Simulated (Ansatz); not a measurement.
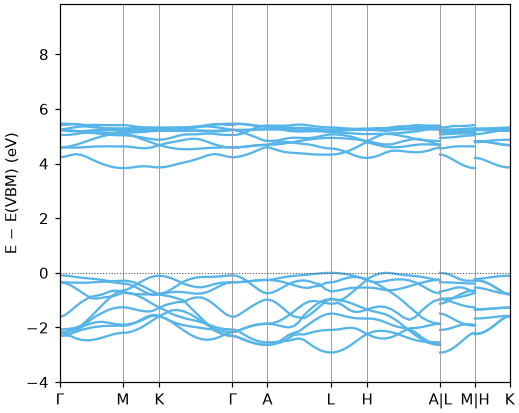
Figure: Band structure from the program Ansatz at the PBE level (PAW)

Problem. Read off the gap and where the band edges lie.

Solution. About 3.8 eV (3.83 eV by a search for the band edges); maximum on the H–A line, 26 % of the way from H, minimum at M.

The material is La2O3 (La2O3 or Ni2Al3 type, P-3m1).

Symmetry was held in the PBE relaxation. Spin–orbit coupling is left out wherever it is not named.

Potentials: the later of the program's two PAW sets.
